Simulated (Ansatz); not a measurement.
Fields on a plane of TiAl3 (D022 type, space group I4/mmm)

```xyz
4
Lattice="-1.9121 1.9121 4.2803 1.9121 -1.9121 4.2803 1.9121 1.9121 -4.2803" Properties=species:S:1:pos:R:3 pbc="T T T"
Al     0.0000     0.0000     4.2803
Al     0.0000     1.9121     2.1401
Al     1.9121     0.0000     2.1401
Ti     0.0000     0.0000     0.0000
```

The slice is a (001) plane (indices of the conventional cell) through the point (0.250, 0.750, 0.500) (fractional), spanned by u = [101] and v = [011] in vectors of this cell: u (3.82 Å) and v (3.82 Å, at 90° to u). It covers one period; positions are fractions (u, v).

Atoms on it: Al at (0.50, 0.50); Al at (0.00, 0.00).

All values below come from r2SCAN (plane waves to 500 eV, PAW, scalar-relativistic; Ansatz, a program for electronic structure). k mesh 17×17×17. These are valence fields of a PAW run, semicore shells included where kept as valence: close to a nucleus they are smooth pseudo fields. TiAl3 is run without spin polarisation. TiAl3 was relaxed with its symmetry unable to fall.

```
|xxxxxxxxxxxxxx::++##@@@@@@@@@@##++::xxxxxxxxxxxx|
|xxxxxxxxxxxx  --**##%%@@@@@@%%##**--  xxxxxxxxxx|
|xxxxxxxxxxxx  --**######%%######**--  xxxxxxxxxx|
|xxxxxxxxxx  ::==++****++++++****++==::  xxxxxxxx|
|xxxxxxxx  ..--====----::::::----====--..  xxxxxx|
|xxxx    ::------::    xxxxxx    ::------::    xx|
|::::----====--..  xxxxxxxxxxxxxx  ..--====----::|
|++++****++==::  xxxxxxxxxxxxxxxxxx  ::==++****++|
|%%######**--  xxxxxxxxxxxxxxxxxxxxxx  --**######|
|@@@@%%##**--  xxxxxxxxxxxxxxxxxxxxxx  --**##%%@@|
|@@@@@@##++::xxxxxxxxxxxxxxxxxxxxxxxxxx::++##@@@@|
|@@@@@@%%++::xxxxxxxxxxxxxxxxxxxxxxxxxx::++%%@@@@|
|@@@@@@##++::xxxxxxxxxxxxxxxxxxxxxxxxxx::++##@@@@|
|@@@@%%##**--  xxxxxxxxxxxxxxxxxxxxxx  --**##%%@@|
|%%######**--  xxxxxxxxxxxxxxxxxxxxxx  --**######|
|++++****++==::  xxxxxxxxxxxxxxxxxx  ::==++****++|
|::::----====--..  xxxxxxxxxxxxxx  ..--====----::|
|xxxx    ::------::    xxxxxx    ::------::    xx|
|xxxxxxxx  ..--====----::::::----====--..  xxxxxx|
|xxxxxxxxxx  ::==++****++++++****++==::  xxxxxxxx|
|xxxxxxxxxxxx  --**######%%######**--  xxxxxxxxxx|
|xxxxxxxxxxxx  --**##%%@@@@@@%%##**--  xxxxxxxxxx|
|xxxxxxxxxxxxxx::++##@@@@@@@@@@##++::xxxxxxxxxxxx|
|xxxxxxxxxxxxxx::++%%@@@@@@@@@@%%++::xxxxxxxxxxxx|
```
Scale: ten equal steps from 0.00 (start of ' ') to 8.16 (end of '@'), in the order ' .:-=+*#%@'. Values: electrostatic potential energy of an electron, from the cell's mean, in eV. The map has 24 points along u (two characters each, u = 0 at the left) and 24 along v (v = 0 in the bottom row). Points within 1 Å of a nucleus are blanked (x), as the pseudised field means little there. Values under 0 eV are set to 0. The zero, the cell's mean, hangs on the PAW cores.

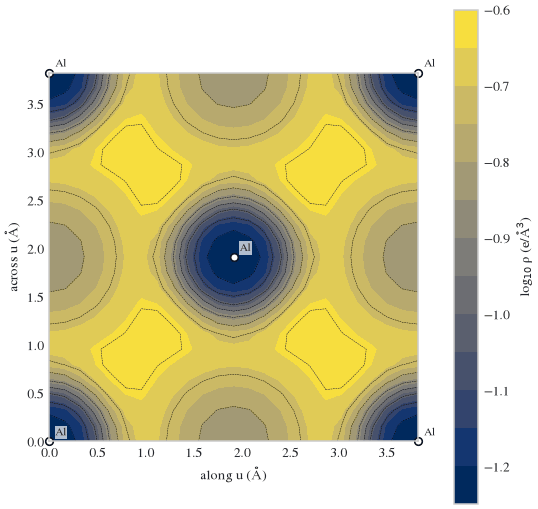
Log₁₀ of the valence density in e/Å³, one period of the plane, atoms marked. The scale is logarithmic, as a density can span decades between atoms and voids.

| Quantity | Result |
|---|---|
| Density on the Al–Al line (2.70 Å) at its midpoint | 0.24 e/Å³ |
| ELF at that point | 0.70 |
| ELF maximum in the middle third of the Al–Al line | 0.70, 1.4 Å from Al |
